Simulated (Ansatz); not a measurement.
# Geometry relaxation, with input and output: C2H9AlFN (part 1 of 2)

C2H9AlFN, computed with RKS CAM-B3LYP-D4/cc-pVDZ (Ansatz 0.2.0).

It belongs to a series of runs on one base structure; here: end point B relaxed. Figures and captions count atoms from 1; the log counts them from 0 in places.

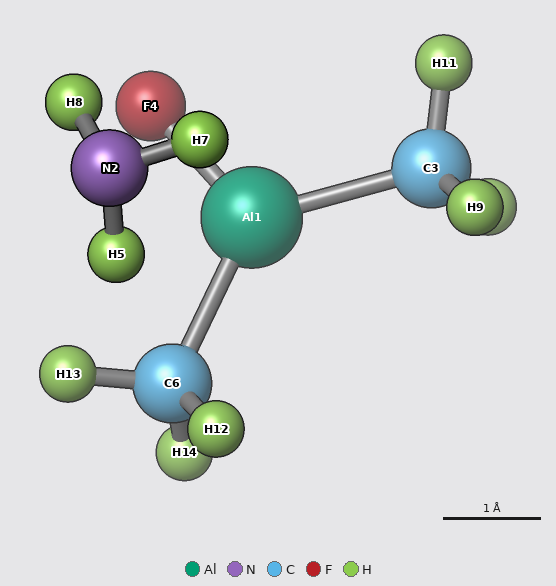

*The starting structure (ball-and-stick view, seen at a tilt; atoms are numbered from 1 in the order of the input). Sticks mark near contacts.*

Bond lengths as drawn: Al–C 1.94 to 1.96 Å, Al–F 1.70 Å, C–H 1.10 Å and H–N 1.02 Å.

The input:
```yaml
crystal:
  periodic: [false, false, false]
  atoms:
    - { symbol: Al, position_ang: [-0.770151, -0.133278, 0.46411] }
    - { symbol: "N", position_ang: [1.112683, 1.680027, -1.396081] }
    - { symbol: C, position_ang: [-1.249416, -1.742959, -0.512084] }
    - { symbol: F, position_ang: [-1.889598, 1.144543, 0.431495] }
    - { symbol: H, position_ang: [1.357376, 1.306837, -0.477449] }
    - { symbol: C, position_ang: [0.831418, 0.185749, 1.553455] }
    - { symbol: H, position_ang: [0.973692, 0.89892, -2.037556] }
    - { symbol: H, position_ang: [0.224583, 2.174991, -1.302812] }
    - { symbol: H, position_ang: [-0.373975, -2.207846, -0.995313] }
    - { symbol: H, position_ang: [-1.670476, -2.498931, 0.174666] }
    - { symbol: H, position_ang: [-2.009149, -1.543873, -1.283713] }
    - { symbol: H, position_ang: [1.728294, -0.304102, 1.13904] }
    - { symbol: H, position_ang: [1.034964, 1.261645, 1.670769] }
    - { symbol: H, position_ang: [0.699754, -0.221623, 2.571573] }
basis:
  gaussian: { orbitals: cc-pVDZ }
hamiltonian:
  xc: cam_b3lyp
  dispersion: d4
relax:
  f_tol: 0.03
  max_steps: 50
output:
  orbitals: {}
```

Launched with:
```bash
ansatz run input.yaml --threads 4 --pin off --max-ram 5120MiB --backend cpu --events-out ev --progress --plain --runs-dir out
```

Log:
```
The last accepted step is kept in [file] (removed where the run ends without a failure and the disk answers)
Engine: ansatz 0.2.0, aarch64-unknown-linux-gnu
Functional definition: CAM-B3LYP
  parameter alpha = 0.19
  parameter beta = 0.46
  parameter omega = 0.33/bohr
  parameter ac = 0.81
  exchange = (1 - alpha - beta)*b88_x + beta*b88_x_sr(omega) + alpha*exact_x + beta*exact_x_lr(omega)
  correlation = (1 - ac)*vwn5_c + ac*lyp_c
1271 factors; integrals over basis functions are off by at most 3.9e-4 eV
447 factors; integrals over basis functions are off by at most 5.0e-7 eV
mean field evaluation 1: about -13013.9658 eV, gradient 7.2e1 eV
mean field evaluation 2: about -13013.7457 eV, gradient 7.4e1 eV
mean field evaluation 4: about -13024.4743 eV, gradient 1.9e0 eV
mean field evaluation 8: about -13024.5049 eV, gradient 1.1e-1 eV
mean field evaluation 16: about -13024.5049 eV, gradient 6.9e-5 eV
mean field -13024.50494152 eV, -478.6417282745 hartree, gradient 6.9e-5 eV, S^2 0.000000; 0 other end points of the search recorded, 0 dependent functions left out
the calculation of the forces begins
reference -13024.50508086 eV, -478.6417333950 hartree; 25, 25 occupied and 94, 94 virtual orbitals, 1271 factors
relax step   1: F+E_penalty+E_count = -13024.69864766 eV  Δ(F+E_penalty+E_count) = +0.000e0 eV  max|allowed force component| = 3.358e-1 eV/Å  Δτ_max = 0.0000 Å  (26 SCF iters, accepted)
these checks for a lower state are left out or cut short: starts, cluster_reference, orbital_swaps, neighbouring_geometries, increment
1271 factors; integrals over basis functions are off by at most 3.9e-4 eV
447 factors; integrals over basis functions are off by at most 5.1e-7 eV
mean field -13024.56689738 eV, -478.6440051101 hartree, gradient 1.2e-5 eV, S^2 0.000000; 0 other end points of the search recorded, 0 dependent functions left out
[... from here on the field's lines of each further geometry are left out, up to the last ...]
relax step   2: F+E_penalty+E_count = -13024.76330523 eV  Δ(F+E_penalty+E_count) = -6.466e-2 eV  max|allowed force component| = 9.972e-1 eV/Å  Δτ_max = 0.1944 Å  (29 SCF iters, accepted)
relax step   3: F+E_penalty+E_count = -13024.85392844 eV  Δ(F+E_penalty+E_count) = -9.062e-2 eV  max|allowed force component| = 8.996e-1 eV/Å  Δτ_max = 0.1910 Å  (30 SCF iters, accepted)
relax step   4: F+E_penalty+E_count = -13024.92508186 eV  Δ(F+E_penalty+E_count) = -7.115e-2 eV  max|allowed force component| = 6.475e-1 eV/Å  Δτ_max = 0.1933 Å  (30 SCF iters, accepted)
relax step   5: F+E_penalty+E_count = -13024.97451344 eV  Δ(F+E_penalty+E_count) = -4.943e-2 eV  max|allowed force component| = 1.207e0 eV/Å  Δτ_max = 0.1949 Å  (29 SCF iters, accepted)
relax step   6: F+E_penalty+E_count = -13025.22291244 eV  Δ(F+E_penalty+E_count) = -2.484e-1 eV  max|allowed force component| = 1.180e0 eV/Å  Δτ_max = 0.1435 Å  (31 SCF iters, accepted)
relax step   7: F+E_penalty+E_count = -13025.61901059 eV  Δ(F+E_penalty+E_count) = -3.961e-1 eV  max|allowed force component| = 1.125e0 eV/Å  Δτ_max = 0.1949 Å  (29 SCF iters, accepted)
relax step   8: F+E_penalty+E_count = -13025.82529480 eV  Δ(F+E_penalty+E_count) = -2.063e-1 eV  max|allowed force component| = 4.602e-1 eV/Å  Δτ_max = 0.2000 Å  (27 SCF iters, accepted)
relax step   9: F+E_penalty+E_count = -13025.78889828 eV  Δ(F+E_penalty+E_count) = +3.640e-2 eV  max|allowed force component| = 1.236e0 eV/Å  Δτ_max = 0.1275 Å  (28 SCF iters, rejected (line search))
relax step  10: F+E_penalty+E_count = -13025.86831327 eV  Δ(F+E_penalty+E_count) = -4.302e-2 eV  max|allowed force component| = 7.564e-2 eV/Å  Δτ_max = 0.0615 Å  (28 SCF iters, accepted)
relax step  11: F+E_penalty+E_count = -13025.87182305 eV  Δ(F+E_penalty+E_count) = -3.510e-3 eV  max|allowed force component| = 4.555e-2 eV/Å  Δτ_max = 0.0436 Å  (29 SCF iters, accepted)
the calculation of the forces begins
reference -13025.66501740 eV, -478.6843602765 hartree; 25, 25 occupied and 94, 94 virtual orbitals, 1271 factors
relax step  12: F+E_penalty+E_count = -13025.87341380 eV  Δ(F+E_penalty+E_count) = -1.591e-3 eV  max|allowed force component| = 2.386e-2 eV/Å  Δτ_max = 0.0319 Å  (29 SCF iters, accepted)
1271 factors; integrals over basis functions are off by at most 4.9e-4 eV
447 factors; integrals over basis functions are off by at most 4.9e-7 eV
mean field evaluation 96: about -13015.4691 eV, gradient 7.0e1 eV
```

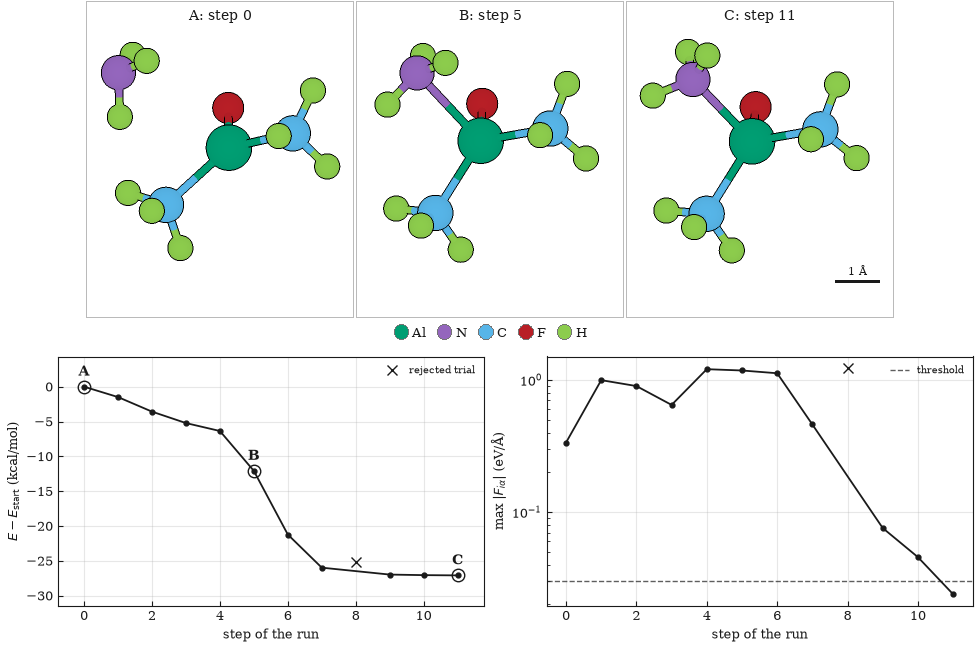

*Frames of the relaxation (ball-and-stick view, seen at a tilt) above the curves, on which the letters mark them (the first geometry is step 0 here and step 1 in the log).*

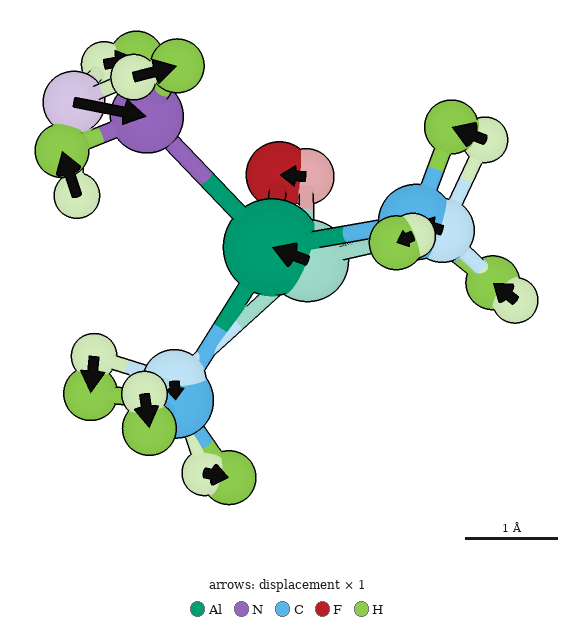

*Start (faint) and end (solid) with the displacements as black arrows, at true length (ball-and-stick view, seen at a tilt). The two geometries are laid on each other by the best rigid fit.*

After 11 geometry steps the energy has fallen by 27.1 kcal/mol. The largest force component goes from 0.34 to 0.024 eV/Å. The line search rejected the trial step at point 8 (counted from 0) and went back. The largest move after the best rigid fit is that of N2, 0.82 Å. By element the largest moves are N 0.82 Å, H 0.56 Å, Al 0.43 Å, C 0.30 Å, F 0.29 Å. Among the contacts that change: Al1–N2 3.208 → 2.088 Å, Al1–C3 1.943 → 1.966 Å, Al1–F4 1.699 → 1.723 Å. New bonds form: Al1–N2 (3.21 → 2.09 Å). Among the angles that change: C3–Al1–C6 127.9° → 122.5°, C3–Al1–F4 116.8° → 114.8°. (Atoms are counted from 1 in the order of the input.)

```
mean field -13025.66488385 eV, -478.6843553686 hartree, gradient 9.0e-6 eV, S^2 0.000000; 1 other end points of the search recorded, 0 dependent functions left out
the calculation of the forces begins
reference -13025.66501740 eV, -478.6843602765 hartree; 25, 25 occupied and 94, 94 virtual orbitals, 1271 factors
Total energy: -13025.87354735 eV, -478.6920236108 hartree
Atom 0 at    -0.459756     0.113983     0.296456 Å, force     0.023787    -0.017732    -0.006780 eV/Å
Atom 1 at     0.497382     1.159891    -1.235765 Å, force    -0.008907    -0.011587     0.023857 eV/Å
Atom 2 at    -1.045062    -1.540856    -0.589734 Å, force     0.006442     0.002074     0.016420 eV/Å
Atom 3 at    -1.669287     1.334572     0.418645 Å, force    -0.011699    -0.002757     0.011064 eV/Å
Atom 4 at     1.441530     1.477974    -1.009920 Å, force     0.002330     0.003968    -0.007433 eV/Å
Atom 5 at     0.869327     0.123197     1.745350 Å, force    -0.010379    -0.011037    -0.008617 eV/Å
Atom 6 at     0.534815     0.667839    -2.130052 Å, force     0.003604     0.005112    -0.011883 eV/Å
Atom 7 at    -0.089088     1.990029    -1.360661 Å, force     0.005815    -0.002144    -0.004623 eV/Å
Atom 8 at    -0.192945    -2.150760    -0.941033 Å, force    -0.010559     0.004531     0.004362 eV/Å
Atom 9 at    -1.621829    -2.183002     0.098628 Å, force     0.004121     0.012751    -0.014266 eV/Å
Atom 10 at    -1.696278    -1.347823    -1.460061 Å, force     0.007747     0.006767     0.010001 eV/Å
Atom 11 at     1.778449    -0.447724     1.483139 Å, force    -0.007829     0.004962     0.004200 eV/Å
Atom 12 at     1.186603     1.143526     2.022890 Å, force    -0.008499    -0.004676    -0.008537 eV/Å
Atom 13 at     0.466138    -0.340746     2.662220 Å, force     0.004027     0.009769    -0.007764 eV/Å
Dipole moment:     0.730898     0.263024    -0.787650 e Å
```

Trajectory as extended XYZ (Å, eV, eV/Å), 12 frames, from step=1 to step=12:
```
14
Properties=species:S:1:pos:R:3:forces:R:3 step=1 energy=-13024.69865
Al   -0.7702   -0.1333    0.4641    0.3358   0.2648  -0.0773
N     1.1127    1.6800   -1.3961   -0.2245  -0.1869   0.1698
C    -1.2494   -1.7430   -0.5121   -0.0050  -0.0399  -0.0142
F    -1.8896    1.1445    0.4315    0.0213  -0.0279   0.0020
H     1.3574    1.3068   -0.4774    0.0624   0.1110  -0.2105
C     0.8314    0.1857    1.5535   -0.2037  -0.1544   0.1162
H     0.9737    0.8989   -2.0376    0.0072   0.0101   0.0150
H     0.2246    2.1750   -1.3028    0.0137  -0.0058  -0.0015
H    -0.3740   -2.2078   -0.9953   -0.0129   0.0057   0.0113
H    -1.6705   -2.4989    0.1747    0.0047   0.0203  -0.0146
H    -2.0091   -1.5439   -1.2837    0.0121  -0.0006   0.0072
H     1.7283   -0.3041    1.1390   -0.0101   0.0040  -0.0065
H     1.0350    1.2616    1.6708   -0.0002  -0.0024   0.0065
H     0.6998   -0.2216    2.5716   -0.0007   0.0021  -0.0033
14
Properties=species:S:1:pos:R:3:forces:R:3 step=2 energy=-13024.76331
Al   -0.6972   -0.0734    0.4037    0.2678   0.0687   0.1201
N     1.0084    1.6327   -1.4458   -0.2565  -0.5080   0.9481
C    -1.2091   -1.6947   -0.5429    0.0348   0.0052  -0.0783
F    -1.8270    1.1954    0.3970    0.0166   0.0716  -0.0764
H     1.4638    1.3631   -0.5446   -0.4685   0.3020  -0.9972
C     0.8383    0.1772    1.5956   -0.1450  -0.0964   0.0590
H     0.8429    0.7889   -2.0038    0.1338   0.1436   0.1042
H     0.0907    2.0509   -1.2361    0.3723  -0.0519  -0.0209
H    -0.3441   -2.1919   -1.0125   -0.0197  -0.0067  -0.0060
H    -1.6517   -2.4270    0.1565    0.0245   0.0605   0.0111
H    -1.9625   -1.4961   -1.3206    0.0151  -0.0047  -0.0173
H     1.7452   -0.3169    1.2086    0.0135   0.0089   0.0214
H     1.0543    1.2468    1.7491    0.0172  -0.0128   0.0102
H     0.6479   -0.2548    2.5959   -0.0058   0.0200  -0.0779
14
Properties=species:S:1:pos:R:3:forces:R:3 step=3 energy=-13024.85393
Al   -0.6167   -0.0287    0.3654    0.2871   0.0611  -0.0017
N     0.8759    1.5617   -1.4427   -0.2120  -0.5516   0.8996
C    -1.1580   -1.6457   -0.5760    0.0176  -0.0200  -0.0232
F    -1.6986    1.2831    0.2861   -0.0629   0.0867  -0.0121
H     1.4147    1.3473   -0.5796   -0.3918   0.2439  -0.8099
C     0.8625    0.1684    1.6328   -0.1457  -0.1035   0.0976
H     0.6966    0.6949   -1.9582    0.1435   0.1671   0.0096
H    -0.0285    1.9723   -1.1773    0.2991   0.0127  -0.0804
H    -0.3034   -2.1824   -1.0225   -0.0325   0.0122   0.0113
H    -1.6350   -2.3488    0.1322    0.0331   0.0484  -0.0236
H    -1.8943   -1.4402   -1.3685    0.0243   0.0051  -0.0091
H     1.7757   -0.3442    1.2842   -0.0093   0.0151   0.0304
H     1.0982    1.2311    1.8058    0.0192  -0.0207   0.0179
H     0.6109   -0.2687    2.6185    0.0303   0.0436  -0.1065
```
